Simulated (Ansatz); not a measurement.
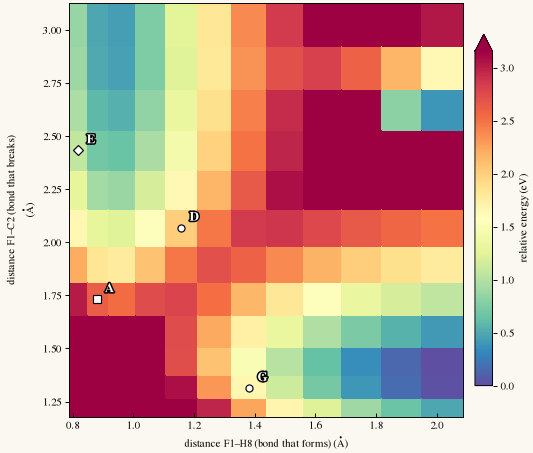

The reacting system C₂H₄F₂ (fragments C₂H₄F₂ where the first distance is long, FH + C₂H₃F where the second is long). 
- The first coordinate is: distance F1–H8 (bond that forms); the second: distance F1–C2 (bond that breaks).
- Relaxed at each point: all other coordinates.
- The grid has 12 × 12 points.
- Points are written as (first, second).
- All energies are given in eV relative to the lowest grid point.
- Energies and slopes of some neighbouring points disagree (a jump in structure or state, or too coarse a mesh). The reference is spin-restricted, so regions where a bond is pulled apart into radicals lie too high.
- Theory: RKS CAM-B3LYP-D4/def2-SVP in Ansatz 0.2.0.

In the figure: one coloured cell a grid point, one colour for all values above the top of the scale, lettered points.

Question: Rank the lettered points by energy, lowest first.

Answer: E (1.06 eV), G (1.66 eV), D (2.00 eV), A (2.62 eV).
